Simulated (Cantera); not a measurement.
Charge: 1 mol Si, 0.69 mol H₂O, 980 mol N₂, held at 0.0143 Torr.

Method: chemical equilibrium by Gibbs-energy minimisation in Cantera with the NASA 1993 tables (ideal gas, pure condensed phases). Candidate condensed phases: H₂O, Si, SiO₂, Si₂N₂O, Si₃N₄; 35 gas species. N₂ is the only nitrogen source here; it is nearly inert below about 1500 K, so the nitride shown seldom forms there in practice. Mutual solubility and eutectic melting of coexisting phases are not modelled. The tables hold silica as quartz up to 1696 K and as liquid above; real silica turns to tridymite and cristobalite and melts near 1996 K. Kinetics and transport are ignored.

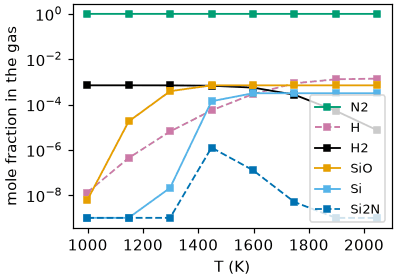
Figure. Equilibrium gas composition (values under 1e-9 drawn at 1e-9)

From 998 K to 1148 K the condensed part is SiO₂(β-quartz) + Si₂N₂O(s). At 1298 K the condensed part is Si₂N₂O(s). At 1448 K the condensed part is Si₃N₄(s). From 1598 K to 2048 K nothing is condensed.
